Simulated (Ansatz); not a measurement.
# H2···F2 (SMILES [H][H].FF): what the fields show

Input file:

```
crystal:
  periodic: [false, false, false]
  atoms:
    - {symbol: H, position_ang: [0.037601, 0.038024, -1.303622]}
    - {symbol: H, position_ang: [-0.134224, -0.134133, -2.008982]}
    - {symbol: F, position_ang: [-0.420571, -0.422220, 1.835801]}
    - {symbol: F, position_ang: [0.517194, 0.518327, 1.476802]}
basis:
  gaussian: {orbitals: "def2-TZVPPD.json"}
hamiltonian: {xc: pbe0, dispersion: d4}
output: {orbitals: {seedname: orbitals}}
```

Command:

```sh
ansatz run in.yaml --threads 2 --pin off --events-out ev --progress --plain --max-ram 5222MiB
```

Geometry: PBE0-D4/def2-TZVP.

Theory: RKS PBE0-D4/def2-TZVPPD in Ansatz.

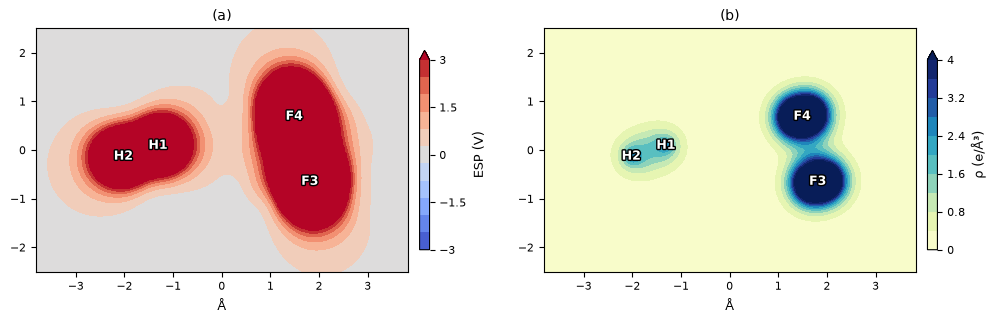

Figure 1. (a) electrostatic potential; (b) electron density on the molecular plane.

Interpret the plot.

- The section cuts through H and F sites.
- F4···H1 (2.86 Å): the density falls to about 0.02 e/Å³ on the way (a non-bonded, intermolecular contact).
- F–F (1.38 Å): the density is about 2.1 e/Å³ at the midpoint.
- H–H (0.75 Å): ρ at the midpoint is about 1.8 e/Å³.
- The potential has no marked negative region in this plane.

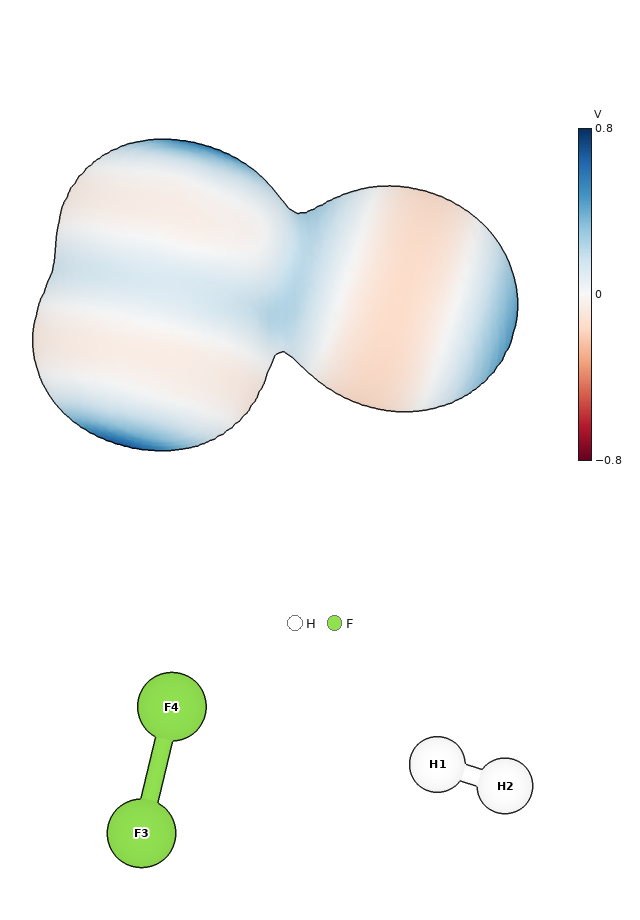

Figure 2. The molecular electrostatic potential painted on the density surface at 0.001 e/bohr³, seen across its widest extent; red is negative and blue positive. The bare structure is drawn below in the same view.

Describe the electrostatic potential map.

The most negative region (about −0.2 V) lies over H1 and H2, the most positive (about +0.6 V) over F3 and F4.

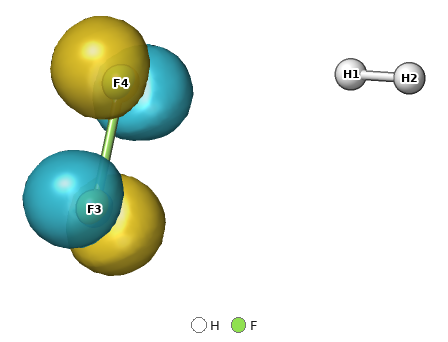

Figure 3. The HOMO−1 at ±0.3 Å⁻³ᐟ² (yellow and cyan are the two phases), seen at a tilt.

Where does this orbital lie, and at what energy?

It lies mainly on F3 (about 50 %) and F4 (about 50 %); it changes sign across the molecular plane (π type); π-antibonding (a node) across F3–F4. Its energy is −11.70 eV.

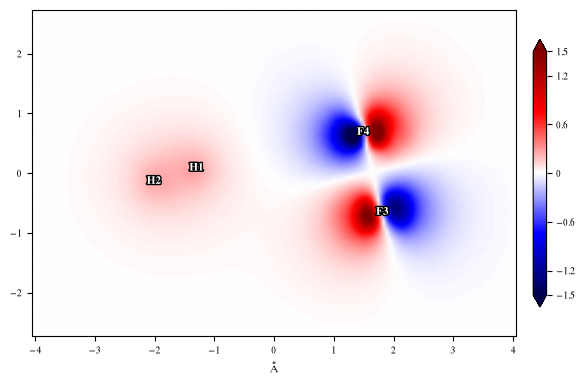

Figure 4. The HOMO on the molecular plane (values in Å⁻³ᐟ²; the overall sign is arbitrary).

What is the character of this orbital?

Its weight (Hirshfeld) is mainly on F4 (about 50 %) and F3 (about 45 %); it is symmetric in the molecular plane (an in-plane orbital: σ, lone-pair or in-plane π type). Its energy is −11.69 eV.
